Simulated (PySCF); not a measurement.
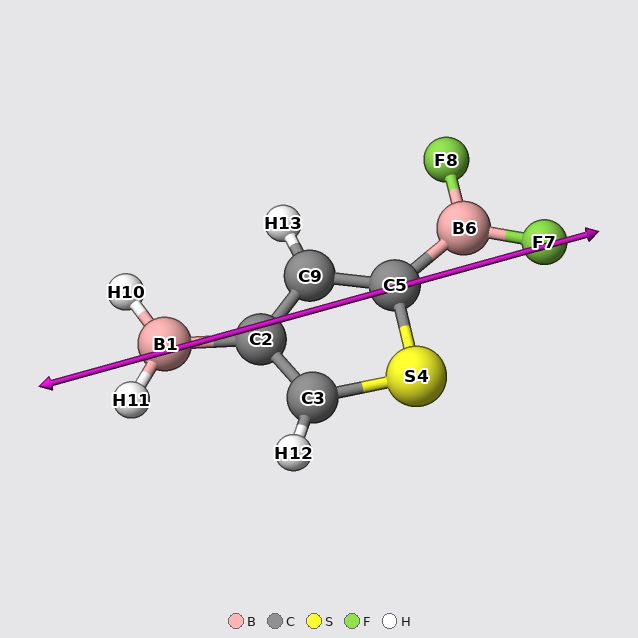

The double arrow shows the direction of the transition dipole to excited singlet state 3 (its length means nothing). Computed geometry: GFN2-xTB optimisation. No frequency run is at hand to confirm it as a minimum. Properties computed with TDDFT CAM-B3LYP/def2-SVPD, vertical, gas phase, core orbitals frozen in the response (PySCF 2.14.0).

Question: How is the transition polarised?

Answer: In the molecular plane, nearly parallel to the C3–S4 bond.

Question: Give its energy, strength and character.

Answer: 5.75 eV (216 nm), oscillator strength 0.61, mainly HOMO → LUMO+1 (weight 0.55); transition dipole 5.29 D.

The geometry is semi-empirical. Around B such bond lengths and angles can be off by a tenth of an ångström or more and by several degrees, and values that hang on the shape move with them.
